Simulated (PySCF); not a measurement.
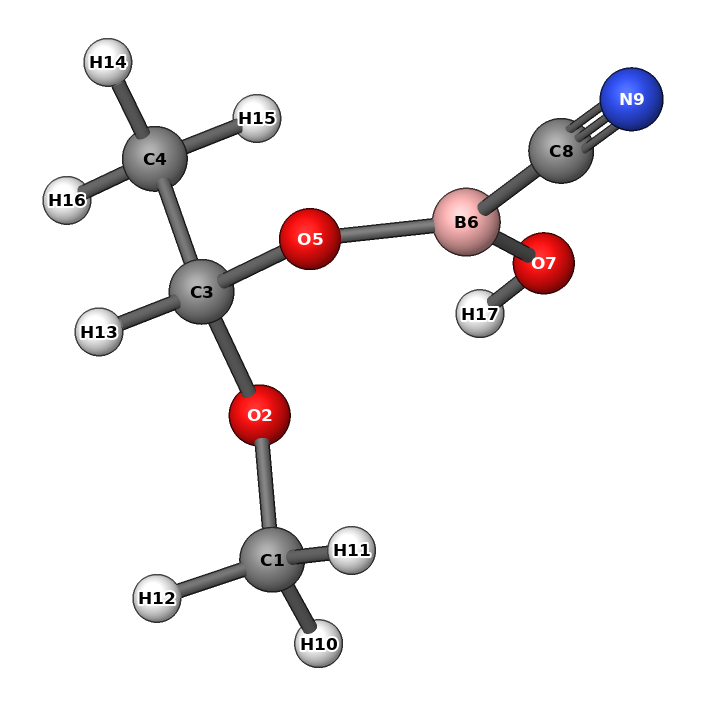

The questions are on isotropic NMR shieldings of the O atoms. The geometry was computed by an optimisation with GFN2-xTB. No frequency run is at hand to confirm it as a minimum. Properties computed with GIAO PBE0/pcSseg-1 NMR shielding, non-relativistic, gas phase (PySCF 2.14.0).

List the isotropic NMR shieldings of the O atoms.

| atom | σ (ppm) |
| --- | --- |
| O2 | 255.3 |
| O5 | 162.3 |
| O7 | 191.1 |

The geometry is semi-empirical. Around B such bond lengths and angles can be off by a tenth of an ångström or more and by several degrees, and values that hang on the shape move with them.
